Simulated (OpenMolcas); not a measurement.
## Run report: Ti²⁺ complex, multiconfigurational calculation

System: Ti²⁺ with 6 ligands (F; octahedron, 2.17 Å), neutralised by 6 outer point charges of +0.67 e, whose field is part of the energies.
Method: state-averaged CASSCF, active space 2 electrons in the shell 3d, basis ANO-RCC-VTZP on the metal and ANO-RCC-VDZP on the ligands, DKH2 scalar Hamiltonian, spin-orbit coupling by RASSI with atomic mean-field integrals (OpenMolcas).

Log (extracts):
```
--- SEWARD ---
Basis set label: TI.ANO-RCC...6S5P3D2F1G.

      Electronic valence basis set:
      ------------------
      Associated Effective Charge  22.000000 au
      Associated Actual Charge     22.000000 au
      Nuclear Model: Point charge

      Shell  nPrim  nBasis  Cartesian Spherical Contaminant
         s      21       6        X
         p      15       5        X
         d      10       3                 X
         f       6       2                 X
         g       4       1                 X
                  Relativistic Douglas-Kroll-Hess integrals:
                    - DKH order of Hamiltonian: 2
                    - DKH order of Properties : 0
                  Atomic mean-field integrals
--- RASSCF ---
Wave function specifications:
      -----------------------------

      Number of closed shell electrons          78
      Number of electrons in active shells       2
      Max number of holes in RAS1 space          0
      Max nr of electrons in RAS3 space          0
      Number of inactive orbitals               39
      Number of active orbitals                  5
      Number of secondary orbitals              99
      Spin quantum number                      1.0
      State symmetry                             1
Orbital specifications:
      -----------------------

      Symmetry species                           1   2
                                                ag  au
      Frozen orbitals                            0   0
      Inactive orbitals                         18  21
      Active orbitals                            5   0
      RAS1 orbitals                              0   0
      RAS2 orbitals                              5   0
      RAS3 orbitals                              0   0
      Secondary orbitals                        49  50
      Deleted orbitals                           0   0
      Number of basis functions                 72  71
      Number of CSFs                            10
      Number of root(s) required                10
      Iter CI   SX   CI       RASSCF       Energy    max ROT     max BLB   max BLB  Level Ln srch  Step   QN
          iter iter root      energy       change     param      element    value   shift minimum  type update
 Nr of preliminary CI iterations:   1
      Total energies have been shifted. Add                -1000.00 au
        1   1   12    0  -450.47573754    0.00E+00   5.60E-02    7  48 1 -3.44E-01*  0.94   0.00    SX    NO
        2   1   12    0  -451.19345949   -7.18E-01* -2.45E-02   18  21 1  6.59E-02*  0.99   0.00    SX    NO
        3   1   11    0  -451.23535174   -4.19E-02*  1.08E-02    5  46 1  3.85E-02*  1.02   0.00    SX    NO
        4   1   11    0  -451.24213153   -6.78E-03*  6.08E-03   18  21 1  1.85E-02*  1.02   0.00    SX    NO
        5   1   10    0  -451.24418375   -2.05E-03*  8.09E-03   18  21 1  1.05E-02*  1.03   2.41    LS   YES
        6   1   10    0  -451.24524422   -1.06E-03*  1.58E-03    5  46 1 -5.21E-03*  1.03   1.05    QN   YES
        7   1   10    0  -451.24542537   -1.81E-04* -2.13E-03    9  22 2 -3.27E-03*  1.03   2.37    LS   YES
        8   1    9    0  -451.24551544   -9.01E-05* -8.41E-04   18  21 1 -1.95E-03*  1.03   1.01    QN   YES
        9   1    9    0  -451.24554013   -2.47E-05* -5.97E-04   18  21 1 -9.04E-04*  1.03   1.71    LS   YES
       10   1    9    0  -451.24554529   -5.17E-06*  2.45E-04    5  46 1  1.27E-03*  1.03   1.00    QN   YES
       11   1    8    0  -451.24554955   -4.26E-06*  1.28E-04    5  46 1  3.29E-04*  1.03   1.52    LS   YES
       12   1    7    0  -451.24555008   -5.26E-07* -5.85E-05   15  64 1 -1.73E-04*  1.03   1.00    QN   YES
       13   1    7    0  -451.24555029   -2.11E-07* -4.16E-05   15  64 1 -7.36E-05   1.03   1.71    LS   YES
       14   1    7    0  -451.24555034   -5.48E-08* -2.23E-05    1  32 2 -8.16E-05   1.03   1.12    QN   YES
       15   1    6    0  -451.24555036   -1.92E-08* -2.23E-05    6  30 1 -1.62E-05   1.03   1.47    QN   YES
       16   1    5    0  -451.24555037   -6.88E-09   6.96E-06    3  34 2  8.50E-06   1.03   1.07    QN   YES
      Convergence after 16 iterations
       17   1    5    0  -451.24555037   -1.28E-09   6.96E-06    1  32 2  3.60E-06   1.03   1.07    QN   YES
      Natural orbitals and occupation numbers for root  1
      sym 1:   0.930948   0.069052   0.000000   0.930948   0.069052
      Natural orbitals and occupation numbers for root  2
      sym 1:   0.930948   0.930948   0.069052   0.069052   0.000000
      Natural orbitals and occupation numbers for root  3
      sym 1:   0.930948   0.930948   0.069052  -0.000000   0.069052
::    RASSCF root number  1 Total energy:  -1451.29397509
::    RASSCF root number  2 Total energy:  -1451.29397509
::    RASSCF root number  3 Total energy:  -1451.29397509
::    RASSCF root number  4 Total energy:  -1451.25464698
::    RASSCF root number  5 Total energy:  -1451.25464698
::    RASSCF root number  6 Total energy:  -1451.25464698
::    RASSCF root number  7 Total energy:  -1451.20887941
::    RASSCF root number  8 Total energy:  -1451.20025269
::    RASSCF root number  9 Total energy:  -1451.20025269
::    RASSCF root number 10 Total energy:  -1451.20025269
--- RASSCF ---
Wave function specifications:
      -----------------------------

      Number of closed shell electrons          78
      Number of electrons in active shells       2
      Max number of holes in RAS1 space          0
      Max nr of electrons in RAS3 space          0
      Number of inactive orbitals               39
      Number of active orbitals                  5
      Number of secondary orbitals              99
      Spin quantum number                      0.0
      State symmetry                             1
Orbital specifications:
      -----------------------

      Symmetry species                           1   2
                                                ag  au
      Frozen orbitals                            0   0
      Inactive orbitals                         18  21
      Active orbitals                            5   0
      RAS1 orbitals                              0   0
      RAS2 orbitals                              5   0
      RAS3 orbitals                              0   0
      Secondary orbitals                        49  50
      Deleted orbitals                           0   0
      Number of basis functions                 72  71
      Number of CSFs                            15
      Number of root(s) required                15
      Iter CI   SX   CI       RASSCF       Energy    max ROT     max BLB   max BLB  Level Ln srch  Step   QN
          iter iter root      energy       change     param      element    value   shift minimum  type update
 Nr of preliminary CI iterations:   1
      Total energies have been shifted. Add                -1000.00 au
        1   1   10    0  -451.18762045    0.00E+00  -9.47E-03   23  29 1 -6.28E-03*  1.04   0.00    SX    NO
        2   1   10    0  -451.18819023   -5.70E-04*  5.10E-03    8  34 2 -4.51E-03*  1.03   0.00    SX    NO
        3   1   10    0  -451.18838585   -1.96E-04*  3.24E-03    8  34 2 -2.34E-03*  1.03   0.00    SX    NO
        4   1    9    0  -451.18846724   -8.14E-05*  2.07E-03    8  34 2 -1.38E-03*  1.03   0.00    SX    NO
        5   1    9    0  -451.18850296   -3.57E-05*  3.05E-03    8  34 2 -8.28E-04*  1.03   2.50    LS   YES
        6   1    8    0  -451.18852977   -2.68E-05* -1.10E-03   10  24 1  3.20E-04*  1.03   1.37    QN   YES
        7   1    7    0  -451.18853261   -2.84E-06*  2.33E-04   10  24 1  1.76E-04*  1.03   1.13    QN   YES
        8   1    7    0  -451.18853289   -2.83E-07*  1.73E-04   10  24 1  1.01E-04*  1.03   1.75    LS   YES
        9   1    6    0  -451.18853296   -6.86E-08* -1.39E-04   10  24 1  4.57E-05   1.03   1.07    QN   YES
       10   1    6    0  -451.18853301   -5.02E-08* -6.75E-05   10  24 1  2.54E-05   1.03   1.30    QN   YES
       11   1    5    0  -451.18853302   -1.18E-08* -1.95E-05    7  32 2 -1.07E-05   1.03   1.15    QN   YES
       12   1    5    0  -451.18853303   -1.61E-09   1.11E-05    8  24 2  5.09E-06   1.03   1.41    QN   YES
      Convergence after 12 iterations
       13   1    5    0  -451.18853303   -2.86E-10   1.11E-05    8  24 2  1.19E-06   1.03   1.41    QN   YES
      Natural orbitals and occupation numbers for root  1
      sym 1:   0.924540   0.075734   0.000000   0.075606   0.924120
      Natural orbitals and occupation numbers for root  2
      sym 1:   0.000000   0.075667   0.924317   0.924342   0.075674
      Natural orbitals and occupation numbers for root  3
      sym 1:   0.923844   0.076156   0.076156   0.923844  -0.000000
::    RASSCF root number  1 Total energy:  -1451.23934799
::    RASSCF root number  2 Total energy:  -1451.23934799
::    RASSCF root number  3 Total energy:  -1451.23934799
::    RASSCF root number  4 Total energy:  -1451.23807720
::    RASSCF root number  5 Total energy:  -1451.23807720
::    RASSCF root number  6 Total energy:  -1451.18913938
::    RASSCF root number  7 Total energy:  -1451.18913938
::    RASSCF root number  8 Total energy:  -1451.18913938
::    RASSCF root number  9 Total energy:  -1451.18825282
::    RASSCF root number 10 Total energy:  -1451.17822199
::    RASSCF root number 11 Total energy:  -1451.17822199
::    RASSCF root number 12 Total energy:  -1451.17822199
::    RASSCF root number 13 Total energy:  -1451.14380260
::    RASSCF root number 14 Total energy:  -1451.14380260
::    RASSCF root number 15 Total energy:  -1451.05585490
--- RASSI ---
SPIN-FREE ENERGIES:
  (Shifted by EMIN (a.u.) =      -1451.2939750883)

 SF State       Relative EMIN(au)   Rel lowest level(eV)    D:o, cm**(-1)

     1             0.0000000000        0.0000000000              0.0000
     2             0.0000000000        0.0000000000              0.0000
     3             0.0000000000        0.0000000000              0.0000
     4             0.0393281036        1.0701722162           8631.5210
     5             0.0393281036        1.0701722162           8631.5210
     6             0.0393281036        1.0701722162           8631.5210
    11             0.0546270994        1.4864791020          11989.2625
    12             0.0546270994        1.4864791020          11989.2625
    13             0.0546271003        1.4864791250          11989.2627
    14             0.0558978861        1.5210589683          12268.1679
    15             0.0558978861        1.5210589683          12268.1679
     7             0.0850956790        2.3155713904          18676.3428
     9             0.0937223941        2.5503162644          20569.6879
    10             0.0937223941        2.5503162644          20569.6879
     8             0.0937223941        2.5503162644          20569.6879
    16             0.1048357062        2.8527248950          23008.7780
    17             0.1048357062        2.8527248950          23008.7780
    18             0.1048357072        2.8527249222          23008.7782
    19             0.1057222700        2.8768495226          23203.3562
    20             0.1157531029        3.1498023925          25404.8696
    21             0.1157531029        3.1498023925          25404.8696
    22             0.1157531029        3.1498023925          25404.8696
    23             0.1501724872        4.0864015520          32959.0513
    24             0.1501724872        4.0864015520          32959.0513
    25             0.2381201874        6.4795803930          52261.3404
     Dipole printing threshold changed to   1.00000000E+00
Eigenvalues of complex Hamiltonian:
   -----------------------------------
  (Shifted by EMIN (a.u.) =      -1451.2939750883)

 SO State       Relative EMIN(au)   Rel lowest level(eV)    D:o, cm**(-1)

     1            -0.0004190632        0.0000000001              0.0000
     2            -0.0004190632        0.0000000000              0.0000
     3            -0.0004039772        0.0004105122              3.3110
     4            -0.0004039772        0.0004105123              3.3110
     5            -0.0004039772        0.0004105122              3.3110
     6             0.0003826450        0.0218155926            175.9546
     7             0.0003826450        0.0218155927            175.9546
     8             0.0003826450        0.0218155927            175.9546
     9             0.0007787082        0.0325930216            262.8804
    10             0.0390484588        1.0739659875           8662.1199
    11             0.0391511398        1.0767600776           8684.6557
    12             0.0391511398        1.0767600775           8684.6557
    13             0.0391511398        1.0767600775           8684.6557
    14             0.0394732931        1.0855263163           8755.3602
    15             0.0394732931        1.0855263163           8755.3602
    16             0.0394732931        1.0855263163           8755.3602
    17             0.0394838615        1.0858138972           8757.6797
    18             0.0394838615        1.0858138972           8757.6797
    19             0.0546513504        1.4985422949          12086.5587
    20             0.0546513504        1.4985422949          12086.5587
    21             0.0546513512        1.4985423178          12086.5589
    22             0.0558909577        1.5322737290          12358.6211
    23             0.0558909577        1.5322737290          12358.6211
    24             0.0850959808        2.3269828920          18768.3828
    25             0.0850959808        2.3269828920          18768.3828
    26             0.0850959808        2.3269828920          18768.3828
    27             0.0931955499        2.5473833962          20546.0327
    28             0.0934708082        2.5548735568          20606.4449
    29             0.0934708082        2.5548735568          20606.4449
    30             0.0934708082        2.5548735568          20606.4449
    31             0.0939720679        2.5685135285          20716.4587
    32             0.0939720679        2.5685135284          20716.4587
    33             0.0939720679        2.5685135284          20716.4587
    34             0.0939834196        2.5688224242          20718.9501
    35             0.0939834196        2.5688224243          20718.9501
    36             0.1048627760        2.8648647921          23106.6929
    37             0.1048627760        2.8648647921          23106.6929
    38             0.1048627770        2.8648648193          23106.6931
    39             0.1057393618        2.8887179068          23299.0812
    40             0.1157564989        3.1612980939          25497.5887
    41             0.1157564989        3.1612980939          25497.5887
Weights of the five most important spin-orbit-free states for each spin-orbit state.

 SO State  Total energy (au)           Spin-free states, spin, and weights
 -------------------------------------------------------------------------------------------------------
    1        -0.000419       3 1.0  0.6303    2 1.0  0.3149    1 1.0  0.0542    4 1.0  0.0003    5 1.0  0.0002
    2        -0.000419       1 1.0  0.6120    2 1.0  0.3514    3 1.0  0.0359    6 1.0  0.0003    5 1.0  0.0002
    3        -0.000404       3 1.0  0.4950    1 1.0  0.4319    2 1.0  0.0728    6 1.0  0.0001    4 1.0  0.0001
    4        -0.000404       3 1.0  0.4992    2 1.0  0.4302    1 1.0  0.0704    6 1.0  0.0001    5 1.0  0.0001
    5        -0.000404       1 1.0  0.4974    2 1.0  0.4968    3 1.0  0.0056    4 1.0  0.0001    5 1.0  0.0001
    6         0.000383       3 1.0  0.4999    2 1.0  0.4999    6 1.0  0.0001    5 1.0  0.0001   20 0.0  0.0000
    7         0.000383       3 1.0  0.4999    1 1.0  0.4999    4 1.0  0.0001    6 1.0  0.0001   21 0.0  0.0000
    8         0.000383       1 1.0  0.4999    2 1.0  0.4999    4 1.0  0.0001    5 1.0  0.0001   22 0.0  0.0000
    9         0.000779       1 1.0  0.3333    2 1.0  0.3333    3 1.0  0.3333   19 0.0  0.0000   10 1.0  0.0000
   10         0.039048       4 1.0  0.3333    5 1.0  0.3333    6 1.0  0.3333   14 0.0  0.0000   15 0.0  0.0000
   11         0.039151       6 1.0  0.4988    5 1.0  0.4952    4 1.0  0.0036   13 0.0  0.0020    7 1.0  0.0003
   12         0.039151       4 1.0  0.4988    5 1.0  0.4988   11 0.0  0.0020    7 1.0  0.0003    1 1.0  0.0001
```

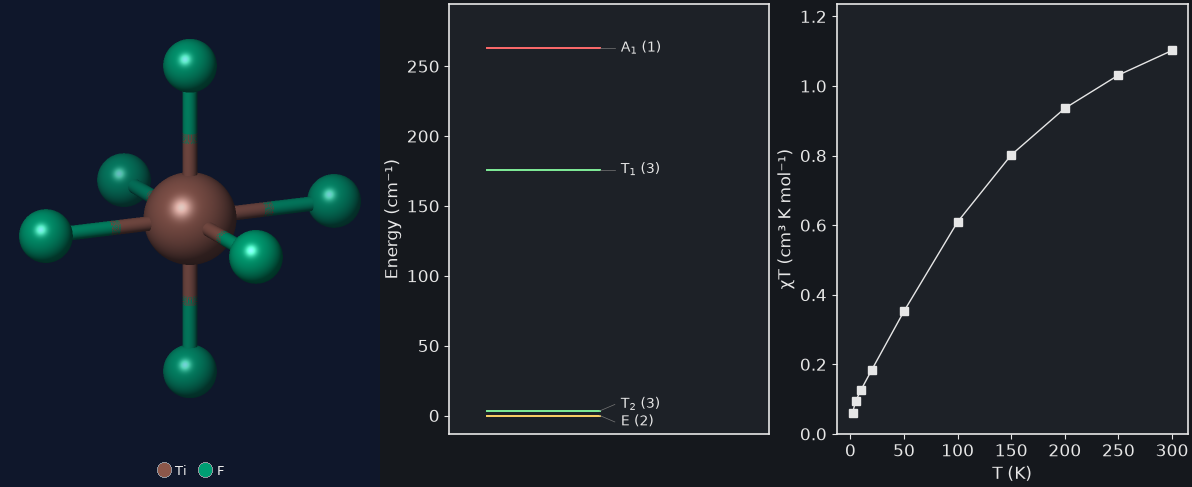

Ti²⁺ (3d²) with 6 ligands, F⁻, at 2.17 Å (arrangement: octahedron, Oh), neutralised by outer point charges of +0.67 e, and its levels and susceptibility. Labels give the representation in O, Td, D4 or D3 as the site allows (double group for half-integer spin) where it could be assigned and, in brackets, the degeneracy; spin-free states, where drawn, share the zero of the spin-orbit levels. Powder susceptibility by Van Vleck's formula. The ground level is E, doubly degenerate, 100 % from states of spin multiplicity 3. Its principal g values are all close to zero. The next level lies at 3.3 cm⁻¹ (T₂). χT is 0.0607 cm³ K mol⁻¹ at 2 K and 1.10 at 300 K, an effective moment of 2.97 μB. The active orbitals hold 94 to 97 % metal character (Löwdin), and the Mulliken charge of the metal is +1.69.

The input:
```
&GATEWAY
Coord
7

Ti 0.0 0.0 0.0
F 2.170000 0.000000 0.000000
F 0.000000 2.170000 0.000000
F -2.170000 0.000000 0.000000
F 0.000000 -2.170000 0.000000
F 0.000000 0.000000 2.170000
F 0.000000 0.000000 -2.170000
Basis=Ti.ANO-RCC-VTZP,F.ANO-RCC-VDZP
Group=XYZ
NoMove
AngMom=0.0 0.0 0.0
AMFI
RICD
XField
3 Angstrom 0
5.370000 0.000000 0.000000 0.666667
0.000000 5.370000 0.000000 0.666667
0.000000 0.000000 5.370000 0.666667
&SEWARD
&RASSCF
FileOrb=start.orb
Symmetry=1
Spin=3
nActEl=2 0 0
Inactive=18 21
Ras2=5 0
CIRoot=10 10 1
SDav=10
CIMx=300
Iter=150 100
PrWF=0.3
OrbListing=Nothing
MaxOrb=0
LevShft=1.0
>>> COPY $Project.JobIph JOB001
&RASSCF
FileOrb=start.orb
Symmetry=1
Spin=1
nActEl=2 0 0
Inactive=18 21
Ras2=5 0
CIRoot=15 15 1
SDav=15
CIMx=300
Iter=150 100
PrWF=0.3
OrbListing=Nothing
MaxOrb=0
LevShft=1.0
>>> COPY $Project.JobIph JOB002
&RASSI
NrOfJobIphs=2 10 15
1 2 3 4 5 6 7 8 9 10
1 2 3 4 5 6 7 8 9 10 11 12 13 14 15
IphNames
JOB001
JOB002
EJob
SpinOrbit
DIPRint=1.0
SOCoupling=1000.0
Subsets=2
Property=9
'ANGMOM' 1 'ANGMOM' 2 'ANGMOM' 3 'MLTPL  1' 1 'MLTPL  1' 2 'MLTPL  1' 3
'AMFI' 1 'AMFI' 2 'AMFI' 3
SOProperty=3
'ANGMOM' 1 'ANGMOM' 2 'ANGMOM' 3
```

The file start.orb holds starting orbitals from an earlier step. A driver script formed the levels outside the program, from RASSI's spin-orbit matrix and the active-space energies, averaged over the components of each term or state.

Launched with:
```bash
OMP_NUM_THREADS=1 MOLCAS_MEM=2457 MOLCAS_PROJECT=a pymolcas a.inp > a.log  # once for each step of the input, in one work folder
```

Results in brief:

| quantity | value |
| --- | --- |
| outcome | converged |
| energy of the lowest spin-free term | −1451.29398 hartree |
| energy of the lowest spin-orbit level | −1451.29439 hartree |
| largest spread among components of a term | 0.0 cm⁻¹ |
| hardware | 1 thread of Arm Neoverse V1, 24 GiB of memory available, shared host |
| wall time | 23 s |

Remarks:

Without dynamic correlation the splittings between terms come out too large, often by 20 to 50 %. To bear in mind: distances are set from ionic radii, not optimised.
